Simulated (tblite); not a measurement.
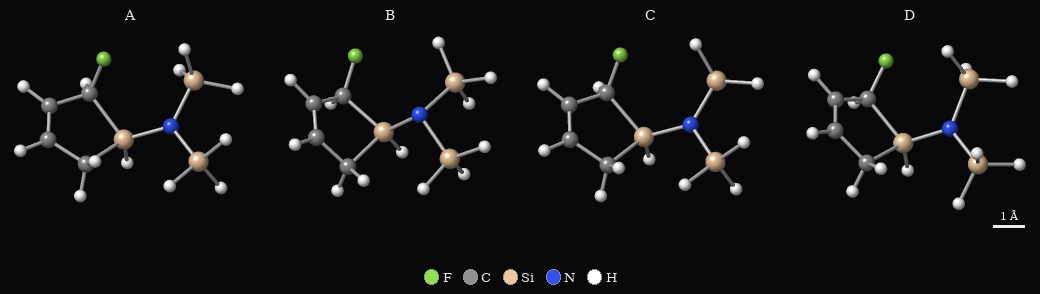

4 geometries from one relaxation of C4H12FNSi3, in shuffled order. Style: ball-and-stick. Shown at a tilt.

Level of theory: tblite 0.8.0, GFN2-xTB geometry optimisation, gas phase. 

**Order the frames from highest to lowest energy.**

B, C, A, D. They are steps 0, 72, 118, 248, at +1.056 eV, +0.091 eV, +0.033 eV relative to the last. The largest moves after the best rigid fit, 1.38 Å, are those of H atoms. Largest moves by element: H 1.38 Å, N 0.87 Å, F 0.42 Å, Si 0.38 Å, C 0.31 Å. Some distances before and after: C–Si 1.846 → 1.923 Å, N–Si 1.811 → 1.748 Å, C–H 1.124 → 1.081 Å, H–Si 1.498 → 1.461 Å. Among the angles between lasting bonds that change: Si–N–Si 103.4° → 119.7°, Si–N–Si 107.5° → 121.9°, Si–N–Si 105.9° → 118.3°. The energy falls by 1.056 eV in 248 geometry steps.
